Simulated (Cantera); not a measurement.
Charge: 1 mol PbO, 0.066 mol H2, 85 mol N2, at 27.0 mbar.

Method: chemical equilibrium by Gibbs-energy minimisation in Cantera with the NASA 1993 tables (ideal gas, pure condensed phases). Candidate condensed phases: H2O, Pb, PbO, PbO2, Pb3O4; 27 gas species. Gases not in the tables: (PbO)n polymers. The numbers say what is thermodynamically allowed, not how fast it happens.

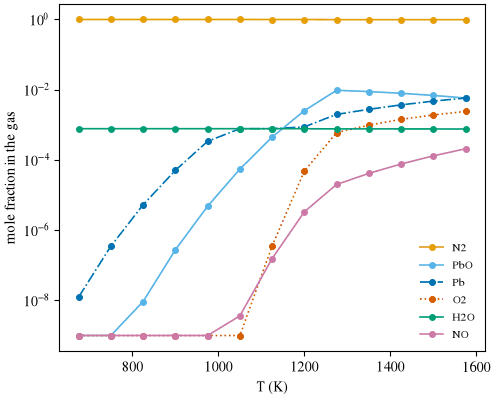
Equilibrium gas composition (values under 1e-9 drawn at 1e-9)

Problem. Read off the mole fractions at 1350 K.

Solution. N2 about 0.99, PbO about 0.0088, Pb about 0.0028, O2 about 0.00098, H2O about 0.00077, NO about 4.1e-5.
